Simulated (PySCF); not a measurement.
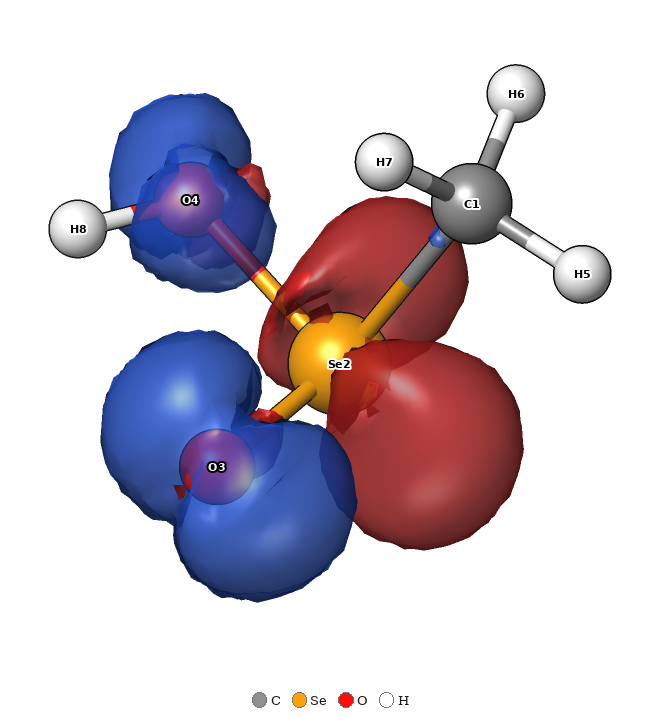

Figure 1: CH4O2Se, SMILES `C[Se](=O)O`. Unrelaxed difference density of S₃ less the ground state (TDA singlet states), ±0.04 e/Å³; red: gain, blue: loss.

PySCF calculation, ωB97X/def2-SVPD, gas phase; geometry: GFN2-xTB. No frequency check shows the geometry to be a minimum. GFN2-xTB bond lengths at metals and heavier atoms can be off by up to 0.1 Å and shapes distorted, which carries into these values.

> How does the charge move on excitation?

0.69 e is displaced in all, of which about 0.5 e passes between atoms: O3 (0.39 e) and O4 (0.13 e) lose electrons and Se2 (0.45 e) gains them. The state: 6.96 eV (178 nm), f = 0.048; the leading pair carries 82 %; hole on O3 (55 %), O4 (26 %) and Se2 (13 %), electron on Se2 (58 %), O3 (16 %) and O4 (12 %) (shares are of the whole state, not of the leading pair alone); their centroids lie 0.9 Å apart.
